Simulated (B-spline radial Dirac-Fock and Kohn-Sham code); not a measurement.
**An X-ray data sheet for Tl⁴¹⁺, step by step**

What does theory give for Tl⁴¹⁺? The session works out its X-ray form factor and Compton profile, the binding energy of each subshell and how cheaper methods do for the levels.

Method: a free atom or ion on a radial basis; each step names its model; computed with B-spline radial Dirac-Fock and Kohn-Sham code, version 2.

### Step 1. What is computed

Tl⁴¹⁺, configuration [Kr] 4d4.

```
nuclear charge     : 81
electrons          : 40
mass number        : 205
nuclear rms radius : 5.4759 fm
```

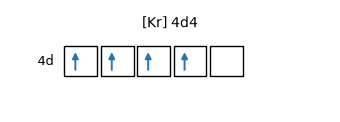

The shells outside the core; arrows follow Hund's rule for the drawing alone (heavy ions are jj-coupled), while the calculation averages over the configuration.

### Step 2. Scattering by the electron cloud

Model: Dirac-Fock average of configuration, finite nucleus; form factor of the spherical density, Waller-Hartree incoherent function, impulse-approximation Compton profiles.

The run's settings:

```ini
task = scatter
Z = 81
charge = 41
configuration = 1s2 2s2 2p6 3s2 3p6 3d10 4s2 4p6 4d4
mass_number = 205
rms_radius = 5.4759  # fm
s = [0.0, 0.03, 0.04, 0.05, 0.06, 0.08, 0.09, 0.12, 0.15, 0.19, 0.24, 0.3, 0.37, 0.47, 0.59, 0.74, 0.93, 1.17, 1.48, 1.86, 2.33, 2.93, 3.69]  # 1/A
pz = [0, 0.1, 0.14, 0.18, 0.25, 0.34, 0.46, 0.63, 0.85, 1.2, 1.6, 2.1, 2.9, 4.0, 5.4, 7.3, 9.9, 13.0, 18.0, 25.0, 34.0]  # a.u.
photon_energy = [2000, 5000, 8047.8, 30000, 50000, 200000, 500000, 1000000]  # eV
```

From the run's result record (rounded, not every field):

```text
status: converged
form_factor [e]: [40.0, 39.984, 39.971, 39.954, 39.934, 39.883, 39.852, 39.738, 39.592, 39.348, 38.969, 38.409, 37.624, 36.287, 34.422, 31.839, 28.451, 24.445, 20.239, 16.624, 13.588, 10.569, 7.6346]
incoherent: [2.6537e-11, 0.014678, 0.026083, 0.040731, 0.058611, 0.10401, 0.1315, 0.23285, 0.36197, 0.57582, 0.90655, 1.3886, 2.0536, 3.1562, 4.6386, 6.6001, 9.0645, 11.954, 15.232, 18.577, 21.795, 24.923, 28.013]
compton_total [1/a.u.]: [1.8354, 1.8351, 1.8349, 1.8346, 1.8339, 1.8325, 1.8302, 1.8256, 1.8176, 1.7998, 1.7719, 1.7256, 1.6268, 1.4521, 1.2062, 0.92132, 0.67395, 0.48725, 0.28576, 0.14429, 0.068798]
shells: ["1s1/2", "2s1/2", "2p1/2", "2p3/2", "3s1/2", "3p1/2", "3p3/2", "3d3/2", "3d5/2", "4s1/2", "4p1/2", "4p3/2", "4d3/2", "4d5/2"]
occupation: [2.0, 2.0, 2.0, 4.0, 2.0, 2.0, 4.0, 4.0, 6.0, 2.0, 2.0, 4.0, 1.6, 2.4]
mean_momentum [a.u.]: [88.762, 31.693, 41.547, 35.647, 16.188, 19.261, 17.547, 20.989, 20.41, 9.6316, 10.798, 10.176, 11.513, 11.307]
r2 [bohr^2]: 2.4838
r_inverse [1/bohr]: 563.57
r1 [bohr]: 7.9765
coherent [b]: [1051.9, 990.47, 891.71, 326.91, 167.47, 17.627, 3.2871, 0.86465]
incoherent_cross_section [b]: [0.13811, 0.80142, 1.8482, 8.937, 11.965, 14.082, 11.036, 8.2889]
radial_jk:
  4d: {"j0": [1.0, 0.99895, 0.99814, 0.99709, 0.99581, 0.99256, 0.99059, 0.98333, 0.97407, 0.95868, 0.93478, 0.89975, 0.85106, 0.76954, 0.65886, 0.51248, 0.33549, 0.15656, 0.025101, -0.0091191, 0.029216, 0.062361, 0.043137], "j2": [0.0, 0.00041947, 0.00074534, 0.0011638, 0.0016746, 0.0029709, 0.0037554, 0.0066457, 0.010323, 0.016399, 0.025759, 0.039309, 0.057787, 0.087717, 0.12603, 0.17155, 0.21532, 0.23657, 0.20776, 0.12541, 0.034444, -0.0047681, 0.013346], "j4": [0.0, 6.1194e-08, 1.9332e-07, 4.7171e-07, 9.7749e-07, 3.0841e-06, 4.935e-06, 1.5537e-05, 3.7746e-05, 9.6364e-05, 0.00024214, 0.00057963, 0.0013035, 0.0032259, 0.0074211, 0.016305, 0.033746, 0.063185, 0.10199, 0.12803, 0.11342, 0.056835, 0.0064201], "r2": 0.1582, "r4": 0.03653, "r6": 0.011089}
```

Form factor and incoherent function, every second point:

```
s (1/Å)  f (e)  f / N     S(s)
      0  40.00  1.000        0
 0.0400  39.97  0.999  0.02608
 0.0600  39.93  0.998  0.05861
 0.0900  39.85  0.996   0.1315
  0.150  39.59  0.990   0.3620
  0.240  38.97  0.974   0.9066
  0.370  37.62  0.941    2.054
  0.590  34.42  0.861    4.639
  0.930  28.45  0.711    9.064
   1.48  20.24  0.506    15.23
   2.33  13.59  0.340    21.79
   3.69  7.635  0.191    28.01
```

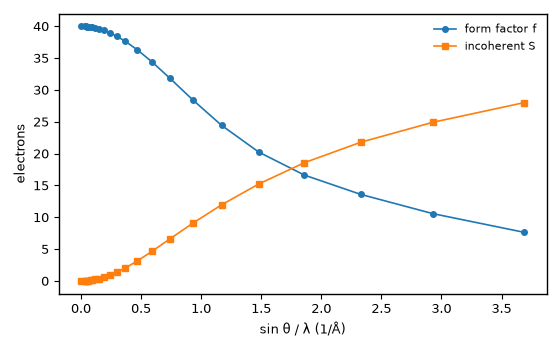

Form factor and incoherent scattering function.

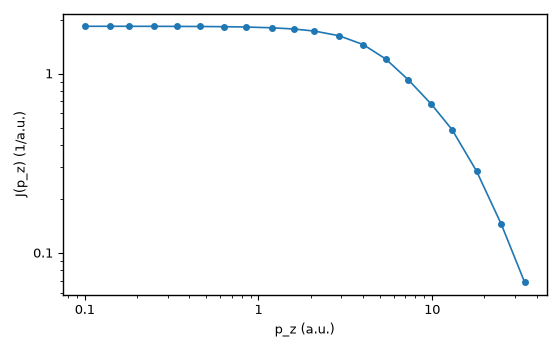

Compton profile, summed over all shells.

### Step 3. Binding energies

Model: Dirac-Fock average of configuration, Delta-SCF, finite nucleus, first-order Breit with its frequency dependence, self-energy and vacuum polarisation.

Settings, as recorded:

```ini
task = binding
```

From the run's result record (rounded, not every field):

```text
status: converged
shells: ["K", "L1", "L2", "L3", "M1", "M2", "M3", "M4", "M5", "N1", "N2", "N3", "N4,5"]
total_energy_parts [Ha]: [-19215.0177, 26.0251986, -2.72801884, -0.534070102, 19.9898976, -3.98731587]
koopmans [eV]: [87979.3, 17358.9, 16709.2, 14639.8, 5595.4, 5308.1, 4830.84, 4367.83, 4266.68, 2490.01, 2357.48, 2210.37, 1997.54]
dirac_coulomb [eV]: [87915.3, 17331.9, 16677.3, 14611.9, 5588.15, 5299.97, 4823.9, 4358.79, 4258.15, 2488.9, 2356.26, 2209.34, 1996.43]
gaunt [eV]: [-344.463, -40.1492, -67.4253, -45.4565, -8.22392, -13.6661, -9.04371, -6.21418, -4.42682, -2.55625, -4.10719, -2.72498, -1.42643]
retardation [eV]: [26.0437, 3.5784, 7.08674, 7.10689, 0.779752, 1.44643, 1.45916, 0.63887, 0.624025, 0.295429, 0.491831, 0.499473, 0.257058]
breit_frequency [eV]: [6.54373, -0.529775, -0.108663, 2.85847, -0.146912, -0.183901, 0.604106, -0.0627516, 0.0045876, -0.0471058, -0.0665619, 0.186797, -0.0100726]
self_energy [eV]: [-207.453, -31.323, -1.06452, -2.56775, -7.43255, -0.409037, -0.666189, 0.52936, 0.259727, -2.28998, -0.118409, -0.202519, 0.107503]
vacuum_polarisation [eV]: [43.6975, 6.24149, 0.419715, -0.212442, 1.45, 0.104361, -0.0642183, -0.0713875, -0.0676187, 0.447878, 0.0329944, -0.0206594, -0.0214112]
binding [eV]: [87439.7, 17269.7, 16616.2, 14573.6, 5574.58, 5287.26, 4816.19, 4353.61, 4254.54, 2484.75, 2352.49, 2207.08, 1995.34]
mean_radius [bohr]: [0.0163202, 0.0680111, 0.0559422, 0.0646798, 0.174923, 0.165473, 0.180546, 0.15716, 0.161754, 0.359184, 0.356155, 0.379073, 0.374666]
```

total_energy_parts: Dirac-Coulomb, Gaunt, retardation, frequency dependence, self-energy, vacuum polarisation. 

Each level as Koopmans' value plus corrections (eV):

| level | -ε | relaxation | Breit | QED | binding |
| --- | --- | --- | --- | --- | --- |
| K | 87979.3 | -64.03 | -311.88 | -163.76 | 87439.7 |
| L1 | 17358.9 | -27.06 | -37.10 | -25.08 | 17269.7 |
| L2 | 16709.2 | -31.84 | -60.45 | -0.64 | 16616.2 |
| L3 | 14639.8 | -27.95 | -35.49 | -2.78 | 14573.6 |
| M1 | 5595.4 | -7.25 | -7.59 | -5.98 | 5574.6 |
| M2 | 5308.1 | -8.13 | -12.40 | -0.30 | 5287.3 |
| M3 | 4830.8 | -6.94 | -6.98 | -0.73 | 4816.2 |
| M4 | 4367.8 | -9.04 | -5.64 | 0.46 | 4353.6 |
| M5 | 4266.7 | -8.54 | -3.80 | 0.19 | 4254.5 |
| N1 | 2490.0 | -1.12 | -2.31 | -1.84 | 2484.7 |
| N2 | 2357.5 | -1.22 | -3.68 | -0.09 | 2352.5 |
| N3 | 2210.4 | -1.03 | -2.04 | -0.22 | 2207.1 |
| N4,5 | 1997.5 | -1.11 | -1.18 | 0.09 | 1995.3 |

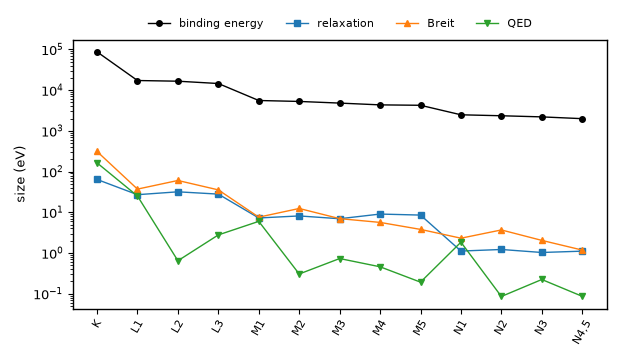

Binding energies and the sizes of their corrections, level by level (signs dropped).

Line energies follow by subtraction:

```
        line  energy (eV)
 Kβ2' (K-N3)      85232.6
Kβ2'' (K-N2)      85087.2
  Kβ1 (K-M3)      82623.5
  Kβ3 (K-M2)      82152.4
  Kα1 (K-L3)      72866.1
  Kα2 (K-L2)      70823.4
 Lγ3 (L1-N3)      15062.6
 Lγ2 (L1-N2)      14917.2
 Lγ5 (L2-N1)      14131.5
 Lβ3 (L1-M3)      12453.5
 Lβ1 (L2-M4)      12262.6
 Lβ6 (L3-N1)      12088.8
 Lβ4 (L1-M2)      11982.4
  Lη (L2-M1)      11041.6
```

### Step 4. The levels by Dirac LDA

Model: Dirac-Kohn-Sham LDA (Slater exchange, VWN correlation), finite nucleus, spherical and without spin polarisation.

The run's settings:

```ini
task = binding-ladder
method = lda,vwn
relativity = dirac
```

From the run's result record (rounded, not every field):

```text
status: converged
shells: ["K", "L1", "L2", "L3", "M1", "M2", "M3", "M4", "M5", "N1", "N2", "N3", "N4,5"]
minus_eigenvalue [eV]: [87241.8, 17069.1, 16471.2, 14407.5, 5456.93, 5190.42, 4721.07, 4284.77, 4183.91, 2435.06, 2318.85, 2172.3, 1967.85]
delta_scf [eV]: [87903.5, 17216.9, 16654.1, 14564.2, 5517.75, 5254.61, 4780.26, 4352.51, 4249.93, 2466.92, 2351.04, 2202.6, 1998.78]
total_energy [Ha]: -19209.4517
dirac_fock_binding [eV]: [87439.7, 17269.7, 16616.2, 14573.6, 5574.58, 5287.26, 4816.19, 4353.61, 4254.54, 2484.75, 2352.49, 2207.08, 1995.34]
```

Against the Dirac-Fock value with Breit and QED (eV):

```csv
level,-ε,miss,ΔSCF,miss,Dirac-Fock
K,87241.8,-197.9,87903.5,+463.9,87439.7
L1,17069.1,-200.6,17216.9,-52.8,17269.7
L2,16471.2,-145.0,16654.1,+37.8,16616.2
L3,14407.5,-166.1,14564.2,-9.4,14573.6
M1,5456.9,-117.6,5517.8,-56.8,5574.6
M2,5190.4,-96.8,5254.6,-32.7,5287.3
M3,4721.1,-95.1,4780.3,-35.9,4816.2
M4,4284.8,-68.8,4352.5,-1.1,4353.6
M5,4183.9,-70.6,4249.9,-4.6,4254.5
N1,2435.1,-49.7,2466.9,-17.8,2484.7
N2,2318.9,-33.6,2351.0,-1.5,2352.5
N3,2172.3,-34.8,2202.6,-4.5,2207.1
"N4,5",1967.8,-27.5,1998.8,+3.4,1995.3
```

### Step 5. The levels by non-relativistic HF

Model: non-relativistic Hartree-Fock, average of configuration, point nucleus.

The run's settings:

```ini
task = binding-ladder
method = hf
relativity = nr
```

From the run's result record (rounded, not every field):

```text
status: converged
shells: ["1s", "2s", "2p", "3s", "3p", "3d", "4s", "4p", "4d"]
minus_eigenvalue [eV]: [79463.2, 15055.5, 14543.9, 4995.52, 4756.89, 4320.78, 2292.17, 2178.59, 1993.91]
delta_scf [eV]: [79410.7, 15033.0, 14517.9, 4989.58, 4750.31, 4312.26, 2291.24, 2177.61, 1992.8]
total_energy [Ha]: -17900.8437
```

Beside the Dirac-Fock ΔSCF result with Breit and QED, in eV:

| level | -ε | miss | ΔSCF | miss | Dirac-Fock |
| --- | --- | --- | --- | --- | --- |
| 1s | 79463.2 | -7976.4 | 79410.7 | -8029.0 | 87439.7 |
| 2s | 15055.5 | -2214.2 | 15033.0 | -2236.7 | 17269.7 |
| 2p | 14543.9 | -710.5 | 14517.9 | -736.6 | 15254.5 |
| 3s | 4995.5 | -579.1 | 4989.6 | -585.0 | 5574.6 |
| 3p | 4756.9 | -216.3 | 4750.3 | -222.9 | 4973.2 |
| 3d | 4320.8 | +26.6 | 4312.3 | +18.1 | 4294.2 |
| 4s | 2292.2 | -192.6 | 2291.2 | -193.5 | 2484.7 |
| 4p | 2178.6 | -77.0 | 2177.6 | -77.9 | 2255.6 |
| 4d | 1993.9 | -1.4 | 1992.8 | -2.5 | 1995.3 |

Spin-orbit partners are averaged with weights 2j + 1.

### Step 6. Cost and miss by method

| method | level | eigenvalue miss (%) | ΔSCF miss (%) | time |
| --- | --- | --- | --- | --- |
| Dirac LDA | K | -0.23 | +0.53 | 1.4 s |
| non-relativistic HF | 1s | -9.12 | -9.18 | 0.2 s |
| Dirac-Fock + Breit + QED | all | - | reference | 2.8 s |

Times cover the ground state and all hole states of a step, on one thread of a shared host; states solved in an earlier step are reused, and a first call can include compiling.

### Step 7. Summary of results

| quantity | value |
| --- | --- |
| rms radius of the electron cloud | 0.249 bohr |
| form factor halves at | 1.5 1/Å |
| Compton profile at zero | 1.835 1/a.u. |
| deepest level listed, K (1s) | 87439.7 eV |
| least bound, N4,5 (4d) | 1995.3 eV |
| Kα1 | 72866.1 eV |
| ionisation energy, NIST (theoretical) | 2014.00 eV |
| Dirac LDA, K: eigenvalue / ΔSCF | 87241.8 / 87903.5 eV |
| non-relativistic HF, 1s: eigenvalue / ΔSCF | 79463.2 / 79410.7 eV |

In words: The form factor starts at the 40 electrons and halves by s = 1.5 1/Å. Incoherent scattering outweighs coherent from 500 keV on, among the energies asked. The K (1s) level lies 64.0 eV under Koopmans' value by relaxation alone; Breit gives -311.88 and QED -163.76 eV. NIST's ionisation energy differs by +18.66 eV from the least binding energy; the calculation averages open shells over their j components and terms. Dirac LDA misses the K level by -0.2 % with its eigenvalue and by +0.5 % with ΔSCF. Breit and QED terms, which only the reference holds, shift this level by tenths of a per cent, so the eigenvalue's nearness can be cancellation. Non-relativistic HF misses the 1s level by -9.1 % with its eigenvalue and by -9.2 % with ΔSCF, as relativity is missing. The Hartree-Fock and Dirac-Fock values hold no electron correlation.
